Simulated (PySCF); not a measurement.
# C3H11PSi2: runs on many settings, part 2 of 2

PySCF 2.14.0. Atoms count from 0.

## 5. Ultraviolet spectrum: PBE0/MINI

The job: settings as JSON, then the geometry in Å.

```
{"job": {"kind": "uv", "xc": "PBE0", "basis": "MINI", "nstates": 1, "ntriplets": 2, "tda": false}, "charge": 0, "multiplicity": 1}
C     -0.541167    -1.937203    -0.520799
C     -0.824994    -0.716998     0.342193
Si    -1.479440     0.862508    -0.542451
C     -0.094279     1.846543     0.351970
Si     0.710124     0.231495     1.026445
P      2.580867    -0.479977     0.008131
H     -1.453274    -2.310852    -0.984633
H      0.164805    -1.689917    -1.313442
H     -0.105640    -2.740478     0.072479
H     -1.487991    -1.019506     1.154719
H     -2.846164     1.262377    -0.206076
H     -1.307989     0.824691    -1.995997
H      0.534089     2.459573    -0.288213
H     -0.467773     2.497368     1.137312
H      0.944581     0.187455     2.478200
H      3.349777     0.576287     0.460763
H      2.317469     0.158664    -1.190509
```

Method: TDDFT PBE0/MINI, vertical, gas phase, core orbitals frozen in the response.

Output:

```text
coarse grid: 14952 points
cycle   1  E = -1034.6918093767  dE =  1.280e-01  |g| = 3.743e-01  |ddm| = 5.853e+00
cycle   2  E = -1034.6779937016  dE =  1.382e-02  |g| = 4.404e-01  |ddm| = 1.664e+00
cycle   3  E = -1034.7463463637  dE = -6.835e-02  |g| = 3.093e-02  |ddm| = 8.760e-01
cycle   4  E = -1034.7467617791  dE = -4.154e-04  |g| = 7.150e-03  |ddm| = 9.287e-02
cycle   5  E = -1034.7467828879  dE = -2.111e-05  |g| = 1.351e-03  |ddm| = 1.880e-02
cycle   6  E = -1034.7467836336  dE = -7.457e-07  |g| = 2.824e-04  |ddm| = 3.530e-03
final grid: 128496 points
cycle   7  E = -1034.7882221711  dE = -1.016e-05  |g| = 3.467e-03  |ddm| = 1.943e-02
cycle   8  E = -1034.7882218233  dE =  3.478e-07  |g| = 3.696e-03  |ddm| = 1.470e-02
cycle   9  E = -1034.7882267923  dE = -4.969e-06  |g| = 3.970e-04  |ddm| = 7.762e-03
cycle  10  E = -1034.7882268495  dE = -5.724e-08  |g| = 4.956e-05  |ddm| = 8.631e-04
cycle  11  E = -1034.7882268504  dE = -8.233e-10  |g| = 1.047e-05  |ddm| = 1.074e-04
converged SCF energy = -1034.7882268504

Static polarisability (au): isotropic 73.856, principal 62.859 66.921 91.789

Singlet excitations
state   eV       nm        f      main configurations
  1   7.1322    173.8   0.07648   H->L 0.81, H->L+1 0.12

Triplet excitations (Tamm-Dancoff, eV): 5.9865 6.9572
```

Wall time 6.9 s (1 thread of Arm Neoverse N1, shared host); peak memory 0.43 GiB.

Frontier orbitals and where they lie:

| orbital | eV | atoms |
| --- | --- | --- |
| HOMO−3 | -10.55 | C3 40 %, Si2 18 %, Si4 17 % |
| HOMO−2 | -10.27 | C1 30 %, C3 22 %, Si2 10 % |
| HOMO−1 | -9.86 | C1 40 %, Si4 15 %, Si2 14 % |
| HOMO | -8.71 | P5 80 %, C3 9 %, Si4 5 % |
| LUMO | -0.68 | Si4 37 %, Si2 24 %, C3 13 % |
| LUMO+1 | -0.10 | Si4 40 %, P5 30 %, Si2 13 % |
| LUMO+2 | 1.35 | P5 39 %, H16 23 %, H15 18 % |

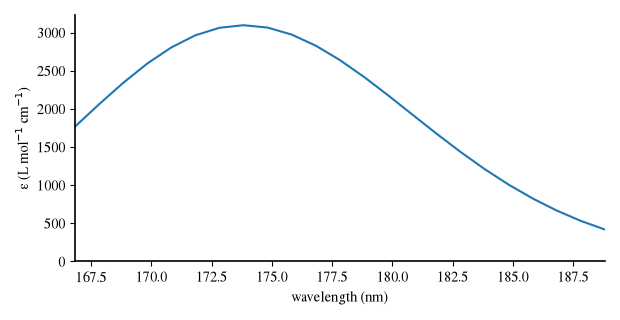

Absorption spectrum: each of the 1 states is a Gaussian band of 0.4 eV half-width at 1/e. Beyond the last state computed it falls off for lack of states.

Ground-state properties from the same run:

| property | computed |
| --- | --- |
| dipole moment (D) | 1.06 |
| polarisability (Å³) | 10.94 |
| HOMO–LUMO gap (eV) | 8.03 |
| −ε(HOMO) (eV) | 8.71 |

## 6. TDDFT and polarisability: revPBE/def2-SVPD in acetonitrile

Settings changed since step 5:

```diff
@@ -1,2 +1,2 @@
-{"job": {"kind": "uv", "xc": "PBE0", "basis": "MINI", "nstates": 1, "ntriplets": 2, "tda": false}, "charge": 0, "multiplicity": 1}
+{"job": {"kind": "uv", "xc": "revPBE", "basis": "def2-SVPD", "solvent": "acetonitrile", "nstates": 1, "ntriplets": 2, "tda": true, "scf": {"guess": "sap", "damp": 0.3}}, "charge": 0, "multiplicity": 1}
 C     -0.541167    -1.937203    -0.520799
```

Level: TDA revPBE/def2-SVPD, vertical, IEF-PCM acetonitrile (non-equilibrium linear response), core orbitals frozen in the response.

Output:

```text
damping 0.30 in the first 6 cycles
final grid: 128496 points
cycle   1  E = -1013.1001134881  dE =  2.200e+01  |g| = 5.936e+00  |ddm| = 1.007e+02
cycle   2  E = -1007.7872966131  dE =  5.313e+00  |g| = 8.441e+00  |ddm| = 1.057e+02
cycle   3  E = -1000.0193049666  dE =  7.768e+00  |g| = 8.260e+00  |ddm| = 4.624e+01
cycle   4  E = -1008.7367357915  dE = -8.717e+00  |g| = 8.114e+00  |ddm| = 3.878e+01
cycle   5  E = -1008.2134984559  dE =  5.232e-01  |g| = 7.080e+00  |ddm| = 3.730e+01
cycle   6  E = -991.9026617011  dE =  1.631e+01  |g| = 1.000e+01  |ddm| = 8.208e+01
cycle   7  E = -959.5608566890  dE =  3.234e+01  |g| = 9.956e+00  |ddm| = 1.893e+02
cycle   8  E = -1027.0316793531  dE = -6.747e+01  |g| = 3.883e+00  |ddm| = 1.746e+02
cycle   9  E = -1017.7590223073  dE =  9.273e+00  |g| = 6.551e+00  |ddm| = 4.729e+01
cycle  10  E = -1034.8221687148  dE = -1.706e+01  |g| = 2.972e+00  |ddm| = 1.813e+01
cycle  11  E = -1040.0639842062  dE = -5.242e+00  |g| = 1.350e+00  |ddm| = 9.051e+00
cycle  12  E = -1040.3598864612  dE = -2.959e-01  |g| = 1.053e+00  |ddm| = 4.007e+00
cycle  13  E = -1040.6658857651  dE = -3.060e-01  |g| = 2.353e-01  |ddm| = 1.625e+00
cycle  14  E = -1040.6814109311  dE = -1.553e-02  |g| = 1.158e-01  |ddm| = 6.189e-01
cycle  15  E = -1040.6856395430  dE = -4.229e-03  |g| = 4.107e-02  |ddm| = 3.030e-01
cycle  16  E = -1040.6861081126  dE = -4.686e-04  |g| = 2.078e-02  |ddm| = 1.343e-01
cycle  17  E = -1040.6862416036  dE = -1.335e-04  |g| = 4.672e-03  |ddm| = 4.449e-02
cycle  18  E = -1040.6862477191  dE = -6.116e-06  |g| = 1.205e-03  |ddm| = 9.740e-03
cycle  19  E = -1040.6862481120  dE = -3.929e-07  |g| = 3.438e-04  |ddm| = 2.438e-03
cycle  20  E = -1040.6862481448  dE = -3.280e-08  |g| = 7.371e-05  |ddm| = 7.605e-04
cycle  21  E = -1040.6862481467  dE = -1.814e-09  |g| = 2.079e-05  |ddm| = 2.426e-04
cycle  22  E = -1040.6862481468  dE = -1.176e-10  |g| = 9.850e-06  |ddm| = 5.110e-05
converged SCF energy = -1040.6862481468

Static polarisability (au): isotropic 171.366, principal 151.464 162.000 200.632

Singlet excitations
state   eV       nm        f      main configurations
  1   5.3651    231.1   0.01521   H->L 0.95

Triplet excitations (Tamm-Dancoff, eV): 5.0750 5.3785
```

Run time: 66 s. Hardware: 1 thread of Arm Neoverse N1, shared host; peak memory 0.94 GiB.

In short: HOMO -5.97 eV, LUMO -0.69 eV; lowest singlet 5.37 eV.

## 7. Side by side: electronic excitations

Excitations and ground-state properties, with basis size and wall time:

| run | lowest singlet (eV) | brightest (eV) | f | gap (eV) | α (Å³) | μ (D) | functions | time |
| --- | --- | --- | --- | --- | --- | --- | --- | --- |
| PBE0/MINI | 7.13 | 7.13 | 0.076 | 8.03 | 10.94 | 1.06 | 53 | 6.9 s |
| revPBE/def2-SVPD in acetonitrile | 5.37 | 5.37 | 0.015 | 5.28 | 25.39 | 1.20 | 220 | 66 s |

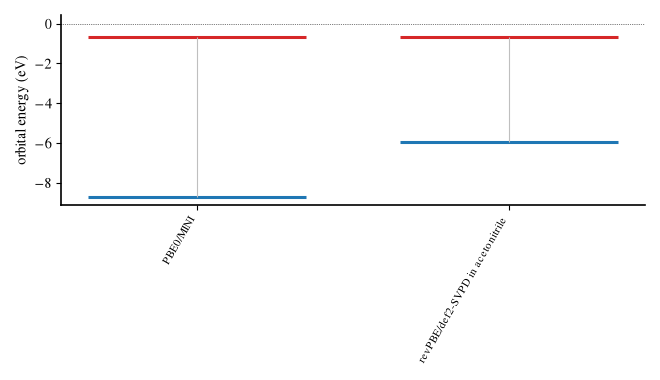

HOMO (blue) and LUMO (red) run by run.

## 8. Outcome

This closing draws on all 2 parts.

```
                                                              quantity                                               value
                                ¹³C shifts against TMS (WP04/def2-SVP)                                 16.5, 15.6, 3.9 ppm
¹H shifts against TMS (WP04/def2-SVP, means over atoms taken as alike)  4.67, 4.14, 3.90, 1.46, 1.11, 0.73, 0.63, 0.37 ppm
                               ²⁹Si shifts against TMS (WP04/def2-SVP)                                      3.6, -28.0 ppm
                                ³¹P shifts against PH3 (WP04/def2-SVP)                                             3.7 ppm
                      largest coupling of the table (PBE0/aug-cc-pVDZ)                         ¹J(Si,H) Si4–H14, -173.7 Hz
                                            lowest singlet (PBE0/MINI)                         7.13 eV (174 nm), f = 0.076
                                                        lowest triplet                                             5.99 eV
                                           range of the lowest singlet                                     5.37 to 7.13 eV
                                         property runs in this session     5, of which 1 failed and 1 gave unsound results
```

Single values in the summary come from the first run of each kind that ended normally (WP04/def2-SVP; PBE0/aug-cc-pVDZ; PBE0/MINI), which need not be the best level. A minimal basis gives no usable values, so read them as a test of settings alone. At WP04/def2-SVP: Shielding is most anisotropic at Si4 (span 103 ppm, paramagnetic term -476 ppm). In the run at PBE0/aug-cc-pVDZ, the largest coupling of the table is Si4–H14, -173.7 Hz, of which the Fermi-contact term gives -174.2 Hz. Couplings across rotatable bonds belong to this one conformer; where others are populated, the observed values are averages. The lowest singlet, at 7.13 eV, is HOMO→LUMO 0.81, HOMO→LUMO+1 0.12 and is bright. The lowest triplet lies 1.15 eV below the lowest singlet (triplets in Tamm-Dancoff, singlets in full TDDFT). The basis of PBE0/MINI has no diffuse functions, so Rydberg states are missing and the high states are unreliable. The lowest singlet runs from 5.37 eV (revPBE/def2-SVPD in acetonitrile) to 7.13 eV (PBE0/MINI), while the orbital gap spans 5.28 to 8.03 eV. The lowest state need not be the same one in every run. The runs solved for a few states only, so the brightest column depends on that window. Couplings from bases without tight functions are rough.
